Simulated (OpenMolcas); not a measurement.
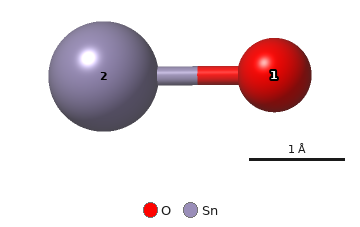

Fig. 1: The structure as given in the input (ball-and-stick view, seen on its broad side; atoms are numbered from 1 in the order of the input). Sticks mark near contacts. Bond lengths as drawn: O–Sn 1.80 Å.

## Run report: SnO, single-point calculation (part 1 of 2)

The run: single-point calculation of SnO (tin(ii) oxide), SMILES [O]=[Sn]. Method and program: CASPT2/ANO-R1, sfX2C (OpenMolcas 26.06).

The geometry comes from this level: GFN2-xTB.

Input
```
* OSn CASPT2

&GATEWAY
 Coord = struct.xyz
 Basis = ANO-R1
 Group = NoSym

&SEWARD

&RASSCF
 FileOrb = $CurrDir/step2.RasOrb
 Spin = 1
 Nactel = 4 0 0
 Inactive = 27
 Ras2 = 4
 OrbListing = Nothing
 OrbAppear = Compact

&CASPT2
 Imaginary = 0.5
```

File struct.xyz
```
2

O      0.000000     0.000000     0.000000
Sn     0.000000     0.000000     1.803580
```

Machine: 1 thread of Intel Xeon (Sapphire Rapids), 16 GiB of memory available, shared host.

Launched with:
```bash
export MOLCAS_MEM=1860
pymolcas step8.inp > step8.log
```

Log
```
--- Start Module: gateway ---

                                              &GATEWAY

                       available to each process: 1.9 GB of memory, 1 thread

++    Symmetry information:
      ---------------------

                    Character Table for C1

                             E
                    a        1  x, y, xy, Rz, z, xz, Ry, yz, Rx, I
--

++    Basis set information:
      ----------------------

      Basis set label: O.ANO-R...3S2P1D.

      Electronic valence basis set:
      ------------------
      Associated Effective Charge   8.000000 au
      Associated Actual Charge      8.000000 au
      Nuclear Model: Finite nucleus - Gaussian distribution
        Gaussian exponent, Xi/bohr**(-2):  5.86314E+08

      Shell  nPrim  nBasis  Cartesian Spherical Contaminant
         s      13       3        X
         p       8       2        X
         d       4       1                 X

      Basis set label: SN.ANO-R...6S5P3D1F.

      Electronic valence basis set:
      ------------------
      Associated Effective Charge  50.000000 au
      Associated Actual Charge     50.000000 au
      Nuclear Model: Finite nucleus - Gaussian distribution
        Gaussian exponent, Xi/bohr**(-2):  1.90677E+08

      Shell  nPrim  nBasis  Cartesian Spherical Contaminant
         s      23       6        X
         p      18       5        X
         d      12       3                 X
         f       6       1                 X
--

++    Molecular structure info:
      -------------------------

                    ************************************************
                    **** Cartesian Coordinates / bohr, angstrom ****
                    ************************************************

     Center  Label                x              y              z                     x              y              z
        1      O1               0.000000       0.000000       0.000000              0.000000       0.000000       0.000000
        2      SN2              0.000000       0.000000       3.408272              0.000000       0.000000       1.803580
--

            Nuclear Potential Energy            117.36151666 au

--- Stop Module: gateway /rc=_RC_ALL_IS_WELL_ ---

--- Start Module: seward ---

                                              &SEWARD

                       available to each process: 1.9 GB of memory, 1 thread

               SEWARD will generate:
                  Multipole Moment integrals up to order  2
                  Kinetic Energy integrals
                  Nuclear Attraction integrals (finite nuclei - Gaussian type)
                  One-Electron Hamiltonian integrals
                  Velocity integrals
                  Relativistic X2C integrals
                  Orbital angular momentum around (  0.0000   0.0000   3.0071 )
                  Velocity quadrupole around (  0.0000   0.0000   3.0071 )
                  Atomic mean-field integrals
                  Two-Electron Repulsion integrals

                   Integrals are discarded if absolute value <: 1.00E-14
                   Integral cutoff threshold is set to       <: 1.00E-16

            Nuclear Potential Energy            117.36151666 au

      Basis set specifications :
      Symmetry species         a
      Basis functions           57

--- Stop Module: seward /rc=_RC_ALL_IS_WELL_ ---
--- Module seward spent 4 seconds ---

--- Start Module: rasscf ---

                                              &RASSCF

                       available to each process: 1.9 GB of memory, 1 thread

      Header of the ONEINT file:
      --------------------------

      OrdInt status: non-squared

      Cartesian coordinates in angstrom:
      -----------------------------------------------------
      No.  Label        X            Y            Z
      -----------------------------------------------------
       1   O1         0.00000000   0.00000000   0.00000000
       2   SN2        0.00000000   0.00000000   1.80358000
      -----------------------------------------------------
      Nuclear repulsion energy =  117.36151666

++    Wave function specifications:
      -----------------------------

      Number of closed shell electrons          54
      Number of electrons in active shells       4
      Max number of holes in RAS1 space          0
      Max nr of electrons in RAS3 space          0
      Number of inactive orbitals               27
      Number of active orbitals                  4
      Number of secondary orbitals              26
      Spin quantum number                      0.0
      State symmetry                             1
--

++    Orbital specifications:
      -----------------------

      Symmetry species                           1
                                                 a
      Frozen orbitals                            0
      Inactive orbitals                         27
      Active orbitals                            4
      RAS1 orbitals                              0
      RAS2 orbitals                              4
      RAS3 orbitals                              0
      Secondary orbitals                        26
      Deleted orbitals                           0
      Number of basis functions                 57
--

++    CI expansion specifications:
      ----------------------------

      Number of CSFs                            20
      Number of spin combinations               21
      Number of determinants                    36
      Number of root(s) required                 1
      Root chosen for geometry opt.              1
      CI root used                               1

      highest root included in the CI            1
      max. size of the explicit Hamiltonian     20
--

++    Optimization specifications:
      ----------------------------

      RASSCF algorithm: Conventional
      Maximum number of macro iterations       200
      Maximum number of SX iterations          100
      Threshold for RASSCF energy            1.000E-08
      Threshold for max MO rotation          1.000E-01
      Threshold for max BLB element          1.000E-04
      Level shift parameter                  5.000E-01
      Make Quasi-Newton update
--

      The MO-coefficients are taken from the file:
      step2.RasOrb
      Title: RASSCF average (pseudo-natural) orbitals

      Total molecular charge    0.00

      ************************************************************************************************************************
      *                                            Wave function control section                                             *
      ************************************************************************************************************************

                                         RASSCF iterations: Energy and convergence statistics
                                         ----------------------------------------------------

          iter iter root      energy       change     param      element    value   shift minimum  type update hh:mm:ss
 Nr of preliminary CI iterations:   1
      Total energies have been shifted. Add                -6000.00 au
        1   1    5    1  -248.81098013    0.00E+00   3.39E-05   23  47 1  6.03E-05   0.07   0.00    SX    NO    0:00:00
        2   1    4    1  -248.81098014   -1.02E-08*  9.60E-06   24  46 1 -3.33E-05   0.07   0.00    SX    NO    0:00:00
        3   1    4    1  -248.81098014   -4.27E-10  -9.28E-06   23  47 1  1.86E-05   0.07   0.00    SX    NO    0:00:00
        4   1    4    1  -248.81098014   -8.34E-10  -5.32E-06   24  46 1 -1.07E-05   0.07   0.00    SX    NO    0:00:00
      Convergence after  4 iterations
        5   1    4    1  -248.81098014   -3.27E-11  -5.32E-06   24  46 1  6.37E-06   0.07   0.00    SX    NO    0:00:00

      ************************************************************************************************************************
                                                      Wave function printout:
                       occupation of active orbitals, and spin coupling of open shells (u,d: Spin up or down)
      ************************************************************************************************************************

      Note: transformation to natural orbitals
      has been made, which may change the order of the CSFs.

      printout of CI-coefficients larger than  0.05 for root  1
      energy=   -6248.810980
      conf/sym  1111     Coeff  Weight
             1  2200  -0.96229 0.92601
             6  2020   0.14151 0.02002
            10  udud  -0.12452 0.01550
            14  0202   0.14151 0.02002
            15  uudd  -0.12102 0.01464

      Natural orbitals and occupation numbers for root  1
      sym 1:   1.923962   1.923962   0.076038   0.076038

      ************************************************************************************************************************
      *                                                    Final results                                                     *
      ************************************************************************************************************************

++    Final optimization conditions:
      ------------------------------

      Average CI energy                           -6248.81098014
      RASSCF energy for state  1                  -6248.81098014
      Super-CI energy                                -0.00000000
      RASSCF energy change                           -0.00000000
      Max change in MO coefficients              -4.814E-06
      Max non-diagonal density matrix element    -5.317E-06
      Maximum BLB matrix element                  6.370E-06
      (orbital pair  24,  46 in symmetry   1)
      Norm of electronic gradient            2.049E-05
--

      Final state energy(ies):
      ------------------------

::    RASSCF root number  1 Total energy:  -6248.81098014
      Von Neumann Entropy (Root   1) =  0.46627

      Mulliken population analysis for root number:  1
      -----------------------------------------------

++    Molecular charges:
      ------------------

      Mulliken charges per centre
      ---------------------------

                O1      SN2
      Total    8.6487 49.3513
```
